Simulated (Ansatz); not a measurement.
**Fields on a plane of BaLiF3 (cubic perovskite)**

```
CELL_PARAMETERS angstrom
      3.88768     0.00000     0.00000
      0.00000     3.88768     0.00000
      0.00000     0.00000     3.88768
ATOMIC_POSITIONS crystal
  Ba 0.00000 0.00000 0.00000
  Li 0.50000 0.50000 0.50000
  F  0.00000 0.50000 0.50000
  F  0.50000 0.00000 0.50000
  F  0.50000 0.50000 0.00000
```

The slice is a {100} plane (indices of the conventional cell) through the point (0.500, 0.500, 0.500) (fractional), spanned by u = [100] and v = [010] in vectors of this cell: u (3.89 Å) and v (3.89 Å, at 90° to u). It covers one period; positions are fractions (u, v).

Atoms on it: Li at (0.00, 0.00); F at (0.50, 0.00); F at (0.00, 0.50).

Level of theory: LDA (plane waves to 420 eV, PAW, scalar-relativistic; Ansatz, an electronic-structure program). k mesh 9×9×9. Near the nuclei the fields are pseudised (PAW); where an atom keeps semicore shells as valence, they peak there. BaLiF3 was relaxed with its symmetry unable to fall.

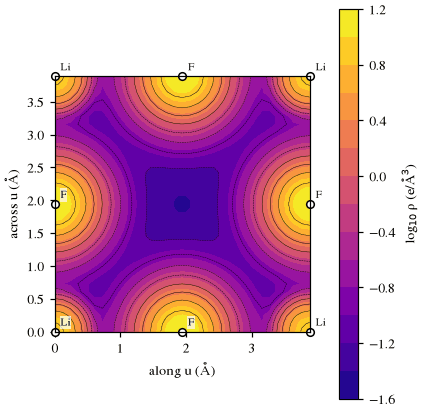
Log₁₀ of the valence density in e/Å³, one period of the plane, atoms marked. The scale is logarithmic, as a density can span decades between atoms and voids.

```
|xxxx400148999xxxxxxx999841004xxx|
|xxx82001479999xxxxx99997410028xx|
|xx8410014789999xxx9999874100148x|
|44210000357999999999997530000124|
|00000000146899999999986410000000|
|00000000024678999998764200000000|
|11110000002356788876532000000111|
|44443100000134566654310000013444|
|88775420000012333332100000245778|
|99987642000000111110000002467899|
|99999863100000000000000013689999|
|99999975310000000000000135799999|
|xx99998642000000000000024689999x|
|xxx999975310000000000013579999xx|
|xxxx9998631000000000001368999xxx|
|xxxx9998631000000000001368999xxx|
|xxxx9998631000000000001368999xxx|
|xxx999975310000000000013579999xx|
|xx99998642000000000000024689999x|
|99999975310000000000000135799999|
|99999863100000000000000013689999|
|99987642000000111110000002467899|
|88775420000012333332100000245778|
|44443100000134566654310000013444|
|11110000002356788876532000000111|
|00000000024678999998764200000000|
|00000000146899999999986410000000|
|44210000357999999999997530000124|
|xx8410014789999xxx9999874100148x|
|xxx82001479999xxxxx99997410028xx|
|xxxx400148999xxxxxxx999841004xxx|
|xxxx400148999xxxxxxx999841004xxx|
```
Scale: ten equal steps from 0.01 (start of '0') to 0.82 (end of '9'), in the order '0123456789'. Values: electron localisation function (ELF). The map has 32 points along u (one character each, u = 0 at the left) and 32 along v (v = 0 in the bottom row). Points within 0.4 Å of a nucleus are blanked (x), as the pseudised field means little there.

| Item | Result |
|---|---|
| Density on the Li–F line (1.94 Å) at its density minimum, 0.7 Å from Li | 0.17 e/Å³ |
| ELF at that point | 0.02 |
| Character of the Li–F contact (rough rule: ELF there above 0.7 covalent, below 0.2 ionic, polar between) | closed-shell (ionic) |
